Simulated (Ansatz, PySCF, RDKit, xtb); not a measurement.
# Which structure has the formula SiH4S?, part 1 of 2

Only the formula SiH4S is given. Aim: find the structure of lowest free energy at 298.15 K, then its properties.

Plan: many cheap relaxations first (GFN2-xTB), then density-functional screening, relaxation at PBE0-D4/def2-TZVP, vibrations and a final energy. The numbers are computed, not measured.

4 further runs of the same task are left out: 4 set aside as unsound or not needed.

## (1) Drawing up candidates

All bonding patterns within simple valence rules are listed by program: one Lewis structure each, at most two rings and one unusual centre or charged pair. O–O, O–halogen and N–halogen bonds and N–N–N chains are not drawn. That gives 2 candidates.

```tsv
label	SMILES	spin
c542	[SiH2-][SH2+]	singlet
c850	[SiH3]S	singlet
```

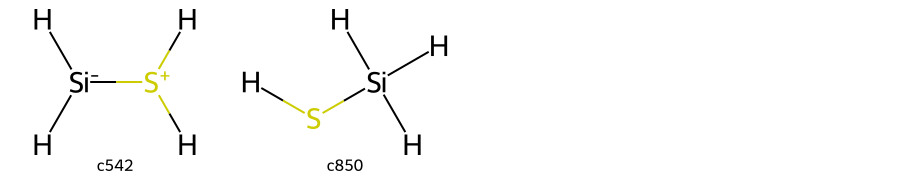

Structural formulas of the candidates.

Candidates are built by distance geometry, with a force field where one applies, in up to four conformers (letters a to d). 6 starts with atoms placed at random are added, to find patterns that the rules miss.

## (2) Search with GFN2-xTB

All 8 starts are relaxed the same way. One of them, c475 (atoms placed at random), in full:

start.xyz

```xyz
6
c475
S      0.640690    -0.252210    -0.343490
Si    -1.582850     0.290970     1.187710
H      1.165630     0.807010    -1.169420
H      1.520270    -0.269600    -1.488640
H      0.287420     0.668880     0.474230
H      0.236360    -1.330590     0.986400
```

Command:

```
xtb start.xyz --gfn 2 --opt
```

The program printed (excerpt; [...] marks lines left out):

```text
* xtb version 6.7.1
[...]
          :  # basis functions                  24          :
[...]
          :  # electrons                        14          :
[...]
          :  Hamiltonian                  GFN2-xTB          :
[...]
          :  net charge                          0          :
          :  unpaired electrons                  0          :
[...]
   *** convergence criteria satisfied after 19 iterations ***
[...]
   *** GEOMETRY OPTIMIZATION CONVERGED AFTER 37 ITERATIONS ***
[...]
   *** convergence criteria satisfied after 3 iterations ***
[...]
         ::                     SUMMARY                     ::
         :::::::::::::::::::::::::::::::::::::::::::::::::::::
         :: total energy              -6.935582411430 Eh    ::
         :: gradient norm              0.000341909956 Eh/a0 ::
         :: HOMO-LUMO gap              2.295096461977 eV    ::
         ::.................................................::
         :: SCC energy                -6.970434421216 Eh    ::
         :: -> isotropic ES            0.007629951605 Eh    ::
         :: -> anisotropic ES         -0.000709447027 Eh    ::
         :: -> anisotropic XC         -0.016239491568 Eh    ::
         :: -> dispersion             -0.002987120322 Eh    ::
         :: repulsion energy           0.034852009786 Eh    ::
         :: add. restraining           0.000000000000 Eh    ::
         :: total charge              -0.000000000000 e     ::
         :::::::::::::::::::::::::::::::::::::::::::::::::::::
[...]
         7        2.0000           -0.3204219              -8.7191 (HOMO)
         8                         -0.2360786              -6.4240 (LUMO)
[...]
     #   Z          covCN         q      C6AA      α(0)
     1  16          2.617    -0.401   158.796    21.209
     2  14          2.601     0.311   183.855    29.764
     3   1          0.923     0.156     1.353     1.819
     4   1          0.921     0.157     1.344     1.813
     5   1          0.913    -0.115     6.120     3.870
     6   1          0.915    -0.107     5.824     3.775
[...]
     #   Z sym  total        # sym  WBO       # sym  WBO       # sym  WBO
 ---------------------------------------------------------------------------
     1  16      2.148 --     3      0.965     4      0.883     2      0.266
     2  14      2.245 --     6      0.942     5      0.942     1      0.266
     3   1      0.976 --     1      0.965
     4   1      0.975 --     1      0.883
     5   1      0.987 --     2      0.942
     6   1      0.989 --     2      0.942
 ---------------------------------------------------------------------------
[...]
molecular dipole:
                 x           y           z       tot (Debye)
 q only:       -0.160       0.508      -0.220
   full:        0.475       0.381      -0.209       1.637
molecular quadrupole (traceless):
[...]
          | TOTAL ENERGY               -6.935582411430 Eh   |
          | GRADIENT NORM               0.000341909956 Eh/α |
          | HOMO-LUMO GAP               2.295096461977 eV   |
           -------------------------------------------------
[...]
```

It took 0.11 s on 2 threads of Arm Neoverse V1, shared host.

## (3) The minima found

8 of the 8 relaxations converged; 5 ended on a minimum already found. 3 distinct structures remain:

```tsv
label	start	SMILES after	spin	energy (kcal/mol)	note
c850a	drawn and random	[SiH3]S	singlet	0.0	
c542a	drawn and random	[SiH2][SH2] ‡	singlet	64.8	
c704	random	[SH2].[SiH2] ‡	singlet	67.4	fell apart
```

‡ marks the bonded skeleton alone, with all bonds drawn single: no Lewis structure was assigned that passes a check against the bond lengths.

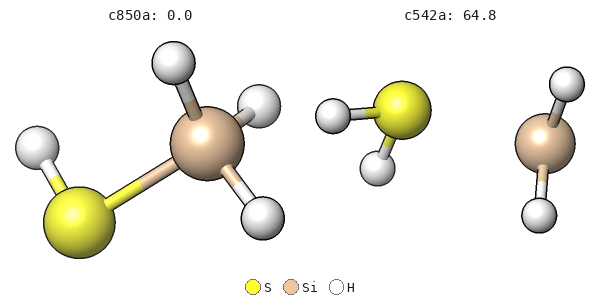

The 2 lowest minima that did not fall apart, with their GFN2-xTB energies in kcal/mol.

## (4) Single points on the low minima

A choice of the minima (the low ones first, few conformers of a pattern, up to a cap) and the lowest that fell apart get a single point at r2SCAN-D4/def2-SVP on the tight-binding geometry, and one at HF/STO-3G for comparison. The lowest singlets are also tried as triplets at the same geometry (label ending in t). The first, c850a:

input.yaml

```yaml
crystal:
  periodic: [false, false, false]
  atoms:
    - {symbol: S, position_ang: [-1.071514, -2.251381, -0.629688]}
    - {symbol: Si, position_ang: [-0.994866, -1.579338, -2.667094]}
    - {symbol: H, position_ang: [-1.834041, -2.535167, -3.364641]}
    - {symbol: H, position_ang: [-1.521579, -0.221283, -2.703803]}
    - {symbol: H, position_ang: [0.396325, -1.615621, -3.098684]}
    - {symbol: H, position_ang: [-0.298535, -1.304195, -0.120006]}
basis:
  gaussian:
    orbitals: def2-SVP
hamiltonian:
  xc: {name: r2SCAN}
  dispersion: d4
scf:
  lower_state_search: off
```

Command:

```
ansatz run input.yaml --threads 2 --pin off --max-ram 4350MiB --events-out events.jsonl --progress --plain --runs-dir runs
```

The program printed:

```text
Warning: RAYON_NUM_THREADS=2 ignored (pool sized by the plan → 2); use --threads N
Functional definition: r2SCAN
  name "r2SCAN"
  parameter k0 = 0.174
  parameter k1 = 0.065
  parameter a1 = 4.9479
  exchange = r2scan_x(k0 = k0, k1 = k1, a1 = a1)
  correlation = r2scan_c
these checks for a lower state are left out or cut short: stability, starts, cluster_reference, orbital_swaps, neighbouring_geometries, increment
633 factors; their error is unknown
mean field evaluation 1: about -18770.7050 eV, gradient 1.2e1 eV
mean field evaluation 2: about -18771.0085 eV, gradient 7.7e0 eV
mean field evaluation 4: about -18771.1646 eV, gradient 4.7e-1 eV
mean field evaluation 8: about -18771.1116 eV, gradient 6.5e-3 eV
mean field -18771.11164356 eV, -689.8256293845 hartree, gradient 8.7e-6 eV, S^2 0.000000; 0 other end points of the search recorded, 0 dependent functions left out
reference -18771.11165149 eV, -689.8256296760 hartree; 17, 17 occupied and 39, 39 virtual orbitals, 633 factors
Total energy: -18771.13300064 eV, -689.8264142424 hartree
Checks for a lower state left out: stability, starts, cluster_reference, orbital_swaps, neighbouring_geometries, increment
```

Run time: 0.76 s. Hardware: 2 threads of Arm Neoverse V1, shared host.

Relative energies in kcal/mol, each column from its lowest structure that stays in one piece:

```tsv
label	SMILES	spin	GFN2-xTB	HF/STO-3G	r2SCAN-D4/def2-SVP
c850a	[SiH3]S	singlet	0.0	0.0	0.0
c704	[SH2].[SiH2] ‡	singlet	67.4	73.7	55.4
c542a	[SiH2][SH2] ‡	singlet	64.8	78.6	58.2
c542at	[SiH2][SH2] ‡	triplet	–	–	99.8
c850at	[SiH3]S	triplet	–	–	134.1
```

‡ marks the bonded skeleton alone, with all bonds drawn single: no Lewis structure was assigned that passes a check against the bond lengths.

## (5) Third filter: density-functional geometries

3 candidates are relaxed at PBE0-D4/def2-TZVP (chosen among the lowest in one piece, with other spins of them). The first, c850a:

Edit input.yaml of step 4 so:

```diff
@@ -11,5 +11,5 @@
   gaussian:
-    orbitals: def2-SVP
+    orbitals: def2-TZVP
 hamiltonian:
-  xc: {name: r2SCAN}
+  xc: pbe0
   dispersion: d4
@@ -17 +17,3 @@
   lower_state_search: off
+relax:
+  f_tol: 0.003
```

Command:

```
ansatz run input.yaml --threads 2 --pin off --max-ram 4350MiB --events-out events.jsonl --progress --plain --runs-dir runs
```

The program printed (excerpt; [...] marks lines left out):

```text
Warning: RAYON_NUM_THREADS=2 ignored (pool sized by the plan → 2); use --threads N
[...]
Functional definition: PBE0
  name "PBE0"
[...]
715 factors; their error is unknown
[...]
mean field -18772.02564901 eV, -689.8592184650 hartree, gradient 8.9e-7 eV, S^2 0.000000; 0 other end points of the search recorded, 0 dependent functions left out
[...]
reference -18772.02567564 eV, -689.8592194439 hartree; 17, 17 occupied and 81, 81 virtual orbitals, 715 factors
relax step   1: F+E_penalty+E_count = -18772.10669454 eV  Δ(F+E_penalty+E_count) = +0.000e0 eV  max|allowed force component| = 1.099e0 eV/Å  Δτ_max = 0.0000 Å  (13 SCF iters, accepted)
[...]
relax step   5: F+E_penalty+E_count = -18772.16614099 eV  Δ(F+E_penalty+E_count) = -5.772e-4 eV  max|allowed force component| = 3.948e-2 eV/Å  Δτ_max = 0.0069 Å  (21 SCF iters, accepted)
[...]
relax step   6: F+E_penalty+E_count = -18772.16627035 eV  Δ(F+E_penalty+E_count) = -1.294e-4 eV  max|allowed force component| = 1.631e-3 eV/Å  Δτ_max = 0.0036 Å  (13 SCF iters, accepted)
Total energy: -18772.16629695 eV, -689.8643871814 hartree
Atom 0 at    -1.085605    -2.274445    -0.594950 Å, force    -0.000921    -0.000666     0.000795 eV/Å
Atom 1 at    -0.989808    -1.583140    -2.614899 Å, force    -0.000305    -0.001631    -0.000373 eV/Å
Atom 2 at    -1.832235    -2.530977    -3.382434 Å, force    -0.000350    -0.000159    -0.000589 eV/Å
Atom 3 at    -1.527705    -0.205514    -2.747298 Å, force    -0.000188     0.001109     0.000161 eV/Å
Atom 4 at     0.400673    -1.605771    -3.135335 Å, force     0.000820     0.000590     0.000051 eV/Å
Atom 5 at    -0.289530    -1.307138    -0.109000 Å, force     0.000944     0.000756    -0.000045 eV/Å
Dipole moment:     0.109636     0.172757    -0.075804 e Å
Checks for a lower state left out: stability, starts, cluster_reference, orbital_swaps, neighbouring_geometries, increment
```

Run time: 5.4 s. Hardware: 2 threads of Arm Neoverse V1, shared host.

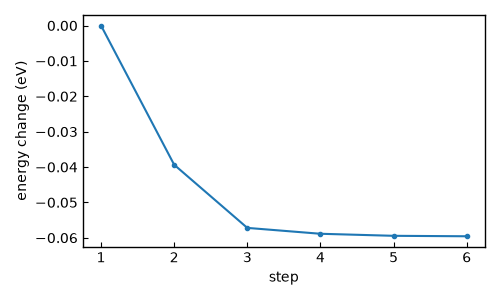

Energy along the run, all evaluated steps.

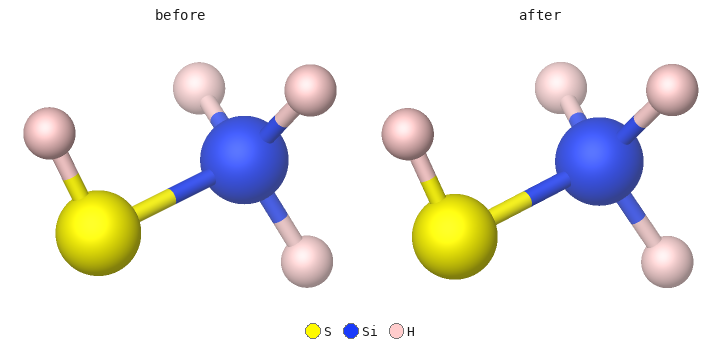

Before and after, at one scale.

After the run. Bond lengths: S1–Si2 2.137 Å, Si2–H3 1.482 Å, Si2–H4 1.485 Å, Si2–H5 1.485 Å, S1–H6 1.344 Å. Angles: S1–Si2–H3 104.9°, S1–Si2–H4 111.6°, S1–Si2–H5 111.6°, Si2–S1–H6 94.7°, H3–Si2–H4 110.0°, H3–Si2–H5 109.9°, H4–Si2–H5 108.8°.

## (6) The relaxed candidates

```tsv
label	spin	r2SCAN-D4/def2-SVP (kcal/mol)	PBE0-D4/def2-TZVP, relaxed (kcal/mol)	time	note
c850a	singlet	0.0	0.0	5.4 s	
c542a	singlet	58.2	49.9	11 s	
c542at	triplet	99.8	86.2	1.8 min	fell apart (S.[SiH2])
```

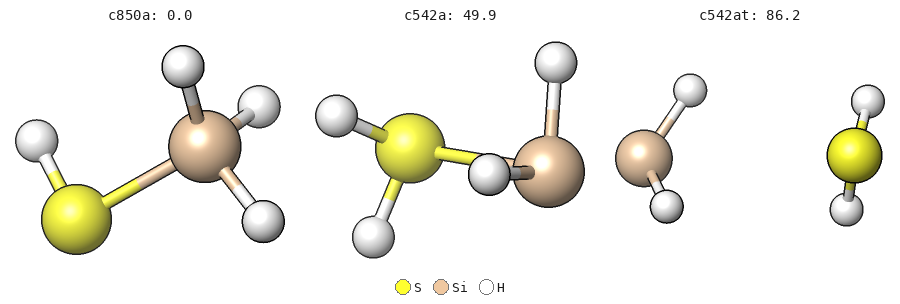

The relaxed structures, with energies at PBE0-D4/def2-TZVP in kcal/mol.

## (7) Harmonic analysis of the finalists

The lowest few in one piece go on as finalists (c542at drops out). Harmonic vibrations at PBE0-D4/def2-TZVP test each finalist and give the zero-point energy and the thermal terms. The first, c850a:

input.yaml

```yaml
crystal:
  periodic: [false, false, false]
  atoms:
    - {symbol: S, position_ang: [-1.085605, -2.274445, -0.594950]}
    - {symbol: Si, position_ang: [-0.989808, -1.583140, -2.614899]}
    - {symbol: H, position_ang: [-1.832235, -2.530977, -3.382434]}
    - {symbol: H, position_ang: [-1.527705, -0.205514, -2.747298]}
    - {symbol: H, position_ang: [0.400673, -1.605771, -3.135335]}
    - {symbol: H, position_ang: [-0.289530, -1.307138, -0.109000]}
basis:
  gaussian:
    orbitals: def2-TZVP
hamiltonian:
  xc: {name: PBE0}
  dispersion: d4
scf:
  lower_state_search: off
phonons: {}
```

Command:

```
ansatz run input.yaml --threads 2 --pin off --max-ram 4350MiB --events-out events.jsonl --progress --plain --runs-dir runs
```

The program printed (excerpt; [...] marks lines left out):

```text
Warning: RAYON_NUM_THREADS=2 ignored (pool sized by the plan → 2); use --threads N
[... 2 set-up lines as earlier in the session ...]
[...]
715 factors; their error is unknown
[...]
mean field -18772.08544861 eV, -689.8614160598 hartree, gradient 4.5e-6 eV, S^2 0.000000; 0 other end points of the search recorded, 0 dependent functions left out
[...]
reference -18772.08547520 eV, -689.8614170369 hartree; 17, 17 occupied and 81, 81 virtual orbitals, 715 factors
[...]
715 factors; their error is unknown
mean field -18772.08541330 eV, -689.8614147624 hartree, gradient 7.4e-7 eV, S^2 0.000000; 0 other end points of the search recorded, 0 dependent functions left out
[...]
reference -18772.08543989 eV, -689.8614157395 hartree; 17, 17 occupied and 81, 81 virtual orbitals, 715 factors
[...]
715 factors; their error is unknown
[...]
reference -18772.08545480 eV, -689.8614162873 hartree; 17, 17 occupied and 81, 81 virtual orbitals, 715 factors
Total energy: -18772.16629717 eV, -689.8643871898 hartree
Atom 0 at    -1.085605    -2.274445    -0.594950 Å, force    -0.000924    -0.000672     0.000809 eV/Å
Atom 1 at    -0.989808    -1.583140    -2.614899 Å, force    -0.000302    -0.001620    -0.000380 eV/Å
Atom 2 at    -1.832235    -2.530977    -3.382434 Å, force    -0.000350    -0.000161    -0.000591 eV/Å
Atom 3 at    -1.527705    -0.205514    -2.747298 Å, force    -0.000190     0.001109     0.000159 eV/Å
Atom 4 at     0.400673    -1.605771    -3.135335 Å, force     0.000819     0.000589     0.000051 eV/Å
Atom 5 at    -0.289530    -1.307138    -0.109000 Å, force     0.000946     0.000755    -0.000048 eV/Å
Dipole moment:     0.109636     0.172756    -0.075803 e Å
Vibrations: 189.50 514.88 535.95 624.57 813.05 924.16 931.11 959.64 2229.08 2233.14 2253.77 2710.16 cm⁻¹, zero-point energy 0.924861 eV
Checks for a lower state left out: stability, starts, cluster_reference, orbital_swaps, neighbouring_geometries, increment
```

Wall time 28 s (2 threads of Arm Neoverse V1, shared host).

## (8) Thermal terms of the finalists

At 298.15 K and 1 atm, ideal gas, rigid rotor and harmonic oscillator:

```tsv
label	SMILES	spin	point group	lowest mode (cm⁻¹)	zero-point (kcal/mol)	G − E (kcal/mol)
c850a	[SiH3]S	singlet	Cs	190	21.3	5.1
c542a	[SiH2][SH2] ‡	singlet	C1	237	20.8	4.0
```

Chiral structures get −RT ln 2 for their mirror image.

‡ marks the bonded skeleton alone, with all bonds drawn single: no Lewis structure was assigned that passes a check against the bond lengths.

## (9) Energies at the top level

Single points at CCSD(T)/def2-TZVPP on the refined geometries decide the order.

c850a, CCSD(T)/def2-TZVPP:

Edit input.yaml of step 7 so:

```diff
@@ -10,9 +10,3 @@
 basis:
-  gaussian:
-    orbitals: def2-TZVP
-hamiltonian:
-  xc: {name: PBE0}
-  dispersion: d4
-scf:
-  lower_state_search: off
-phonons: {}
+  gaussian: {orbitals: def2-TZVPP}
+correlation: {method: ccsd_t, frozen_orbitals: {H: 0, S: 5, Si: 5}}
```

Command:

```
ansatz run input.yaml --threads 2 --pin off --max-ram 4350MiB --events-out events.jsonl --progress --plain --runs-dir runs
```

The program printed (excerpt; [...] marks lines left out):

```text
Warning: RAYON_NUM_THREADS=2 ignored (pool sized by the plan → 2); use --threads N
Functional definition: HF
  name "HF"
[...]
780 factors; integrals over basis functions are off by at most 6.8e-4 eV
[...]
mean field -18744.24944919 eV, -688.8384619492 hartree, gradient 3.4e-6 eV, S^2 0.000000; 0 other end points of the search recorded, 0 dependent functions left out
10 core orbitals not correlated: weight in the atoms' cores, before any rotation towards them, 1.000 or more for the frozen orbitals, at most 0.000 for the correlated occupied ones
reference -18744.24944919 eV, -688.8384619492 hartree; 7, 7 occupied and 123, 123 virtual orbitals, 780 factors
second order -8.48777185 eV of doubles, -0.00000000 eV of singles
cycle   1  -9.28996957 eV  change   -8.0e-1 eV  update   6.8e-2
[...]
cycle   8  -9.61614216 eV  change   -1.2e-5 eV  update   1.6e-5
perturbative correction -0.36428969 eV, -0.0133873991 hartree
Total energy: -18754.22988105 eV, -689.2052360549 hartree
```

Wall time 6 s (2 threads of Arm Neoverse V1, shared host); peak memory 0.69 GiB.

## (10) c542a at CCSD(T)/def2-TZVPP

input.yaml

```yaml
crystal:
  periodic: [false, false, false]
  atoms:
    - {symbol: S, position_ang: [-1.495549, -2.023183, -1.241180]}
    - {symbol: Si, position_ang: [-1.046827, -1.599580, -3.512125]}
    - {symbol: H, position_ang: [0.363365, -1.136180, -3.180245]}
    - {symbol: H, position_ang: [-1.689282, -0.246731, -3.237644]}
    - {symbol: H, position_ang: [-0.879627, -3.201200, -1.040637]}
    - {symbol: H, position_ang: [-0.632850, -1.365246, -0.437477]}
basis:
  gaussian:
    orbitals: def2-TZVPP
correlation:
  method: ccsd_t
  frozen_orbitals: {H: 0, S: 5, Si: 5}
```

Command:

```
ansatz run input.yaml --threads 2 --pin off --max-ram 4350MiB --events-out events.jsonl --progress --plain --runs-dir runs
```

The program printed (excerpt; [...] marks lines left out):

```text
Warning: RAYON_NUM_THREADS=2 ignored (pool sized by the plan → 2); use --threads N
[... 2 set-up lines as earlier in the session ...]
[...]
783 factors; integrals over basis functions are off by at most 7.8e-4 eV
[...]
mean field -18741.74082435 eV, -688.7462716866 hartree, gradient 2.7e-6 eV, S^2 0.000000; 0 other end points of the search recorded, 0 dependent functions left out
10 core orbitals not correlated: weight in the atoms' cores, before any rotation towards them, 1.000 or more for the frozen orbitals, at most 0.000 for the correlated occupied ones
reference -18741.74082435 eV, -688.7462716866 hartree; 7, 7 occupied and 123, 123 virtual orbitals, 783 factors
second order -8.63216450 eV of doubles, -0.00000000 eV of singles
cycle   1  -9.48585997 eV  change   -8.5e-1 eV  update   7.8e-2
[...]
cycle  10  -9.85123687 eV  change    4.5e-6 eV  update   9.9e-6
perturbative correction -0.39697545 eV, -0.0145885787 hartree
Total energy: -18751.98903667 eV, -689.1228865428 hartree
```

Run time: 6.6 s. Hardware: 2 threads of Arm Neoverse V1, shared host; peak memory 0.69 GiB.

## (11) Free energies and the winner

Energies in kcal/mol from c850a; G adds the thermal terms to the CCSD(T)/def2-TZVPP energy. The columns left of the relaxed level are at the tight-binding geometries.

```tsv
label	SMILES	spin	GFN2-xTB	HF/STO-3G	r2SCAN-D4/def2-SVP	PBE0-D4/def2-TZVP	HF/def2-TZVPP	MP2/def2-TZVPP	CCSD(T)/def2-TZVPP	G	share at equilibrium	T1
c850a	[SiH3]S	singlet	0.0	0.0	0.0	0.0	0.0	0.0	0.0	0.0	100.0 %	0.011
c542a	[SiH2][SH2] ‡	singlet	64.8	78.6	58.2	49.9	57.9	54.5	51.7	50.5	< 0.1 %	0.014
```

‡ marks the bonded skeleton alone, with all bonds drawn single: no Lewis structure was assigned that passes a check against the bond lengths.

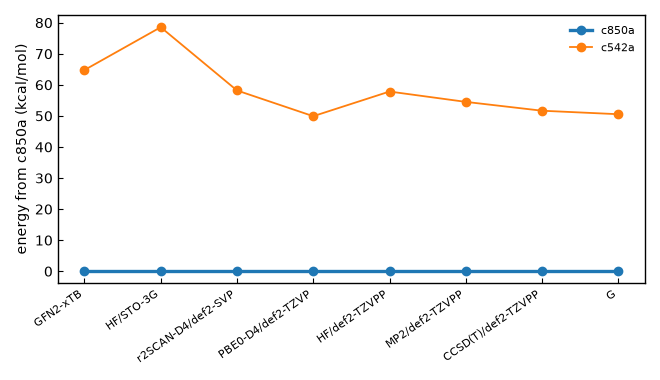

The finalists at each level, measured from c850a.

Lowest found: c850a, `[SiH3]S`, a singlet of point group Cs. Bond lengths: S1–Si2 2.137 Å, Si2–H3 1.482 Å, Si2–H4 1.485 Å, Si2–H5 1.485 Å, S1–H6 1.344 Å. Angles: S1–Si2–H3 104.9°, S1–Si2–H4 111.6°, S1–Si2–H5 111.6°, Si2–S1–H6 94.7°, H3–Si2–H4 110.0°, H3–Si2–H5 109.9°, H4–Si2–H5 108.8°.

```xyz
6

S    -1.0856   -2.2744   -0.5949
Si   -0.9898   -1.5831   -2.6149
H    -1.8322   -2.5310   -3.3824
H    -1.5277   -0.2055   -2.7473
H     0.4007   -1.6058   -3.1353
H    -0.2895   -1.3071   -0.1090
```

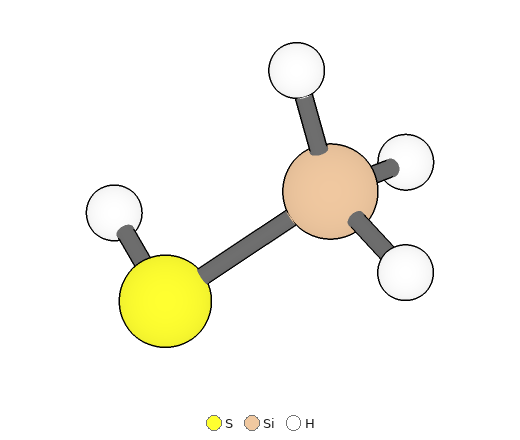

The lowest structure found, seen from a chosen angle (sulfur yellow, silicon light orange, hydrogen white).

## (12) Density, orbitals and dipole (PBE0/def2-TZVPD)

input.yaml

```yaml
crystal:
  periodic: [false, false, false]
  atoms:
    - symbol: S
      position_ang: [-1.085605, -2.274445, -0.594950]
    - symbol: Si
      position_ang: [-0.989808, -1.583140, -2.614899]
    - symbol: H
      position_ang: [-1.832235, -2.530977, -3.382434]
    - symbol: H
      position_ang: [-1.527705, -0.205514, -2.747298]
    - symbol: H
      position_ang: [0.400673, -1.605771, -3.135335]
    - symbol: H
      position_ang: [-0.289530, -1.307138, -0.109000]
basis:
  gaussian:
    orbitals: def2-TZVPD
hamiltonian:
  xc: {name: PBE0}
output:
  forces: true
  orbitals: {seedname: orbitals}
```

Command:

```
ansatz run input.yaml --threads 2 --pin off --max-ram 4350MiB --events-out events.jsonl --progress --plain --runs-dir runs
```

The program printed (excerpt; [...] marks lines left out):

```text
Warning: RAYON_NUM_THREADS=2 ignored (pool sized by the plan → 2); use --threads N
[... 2 set-up lines as earlier in the session ...]
[...]
815 factors; their error is unknown
[...]
mean field -18772.11321000 eV, -689.8624362723 hartree, gradient 4.1e-5 eV, S^2 0.000000; 0 other end points of the search recorded, 0 dependent functions left out
[...]
reference -18772.11324889 eV, -689.8624377013 hartree; 17, 17 occupied and 108, 108 virtual orbitals, 815 factors
Total energy: -18772.11324889 eV, -689.8624377013 hartree
Atom 0 at    -1.085605    -2.274445    -0.594950 Å, force    -0.001962    -0.007084     0.018707 eV/Å
Atom 1 at    -0.989808    -1.583140    -2.614899 Å, force     0.000288     0.007613    -0.030835 eV/Å
Atom 2 at    -1.832235    -2.530977    -3.382434 Å, force    -0.001294    -0.001342    -0.000984 eV/Å
Atom 3 at    -1.527705    -0.205514    -2.747298 Å, force    -0.002365     0.000416     0.003180 eV/Å
Atom 4 at     0.400673    -1.605771    -3.135335 Å, force     0.001557    -0.002221     0.002481 eV/Å
Atom 5 at    -0.289530    -1.307138    -0.109000 Å, force     0.003776     0.002618     0.007450 eV/Å
Dipole moment:     0.101326     0.163467    -0.083800 e Å
```

Wall time 1.8 s (2 threads of Arm Neoverse V1, shared host).

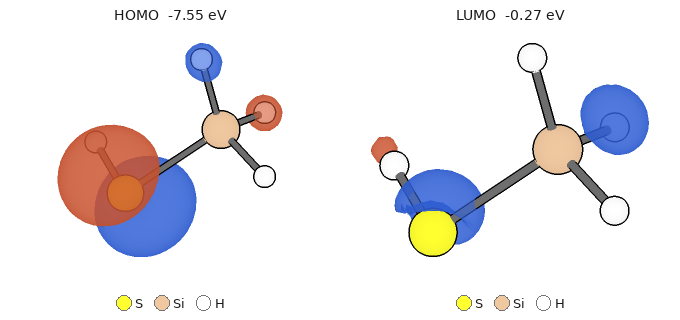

Frontier orbitals of this run, surfaces at ±0.2 Å^-3/2.

(Continued in part 2 of 2.)
